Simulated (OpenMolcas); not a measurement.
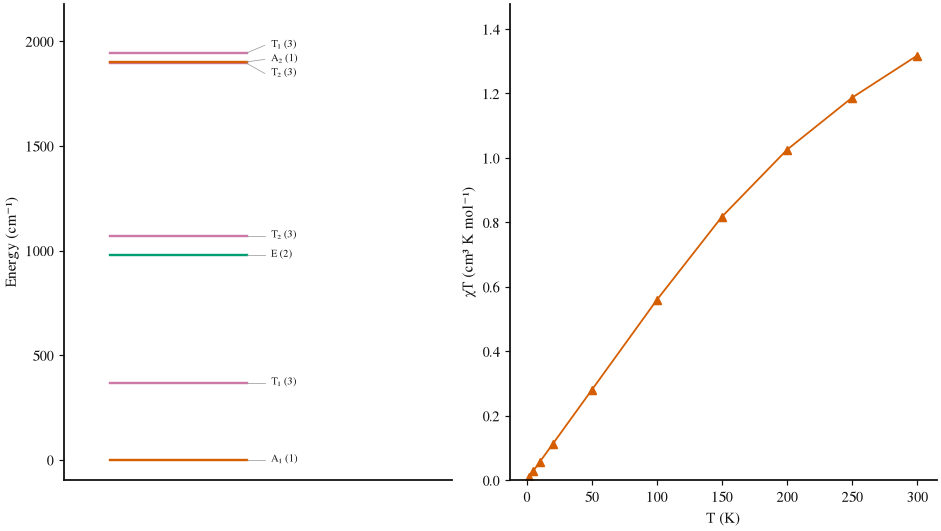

Levels of a 4f ion of charge +3 as a dopant in Cs₂NaYCl₆, a cluster with its 6 nearest Cl⁻ at 2.707 Å (octahedron) embedded in model potentials and point charges; the geometry was set, not optimised. Labels give the representation in O, Td, D4 or D3 as the site allows (double group for half-integer spin) where it could be assigned and, in brackets, the degeneracy; spin-free states, where drawn, share the zero of the spin-orbit levels. Computed with OpenMolcas: state-averaged CASSCF, the open shell active, basis ANO-RCC-VDZP on all atoms, DKH2 scalar Hamiltonian, spin-orbit coupling by RASSI with atomic mean-field integrals. Powder susceptibility by Van Vleck's formula.

Q: Which ion is the dopant?

A: Eu³⁺ (4f⁶). The ground level is A₁, non-degenerate, 95 % from states of spin multiplicity 7, effective J = 0.05, with |mJ| = 0 the largest share (100 %). The next level lies at 368 cm⁻¹ (T₁). χT is 0.0112 cm³ K mol⁻¹ at 2 K and 1.32 at 300 K, an effective moment of 3.25 μB. The active orbitals hold 100 % metal character (Löwdin), and the Mulliken charge of the metal is +1.75.

Known limits: high states of lower spin left out of the spin-orbit mixing; the geometry is set by hand, with no relaxation and no charge compensation; spin-free states above about 46,000 cm⁻¹ are left out of the spin-orbit step.
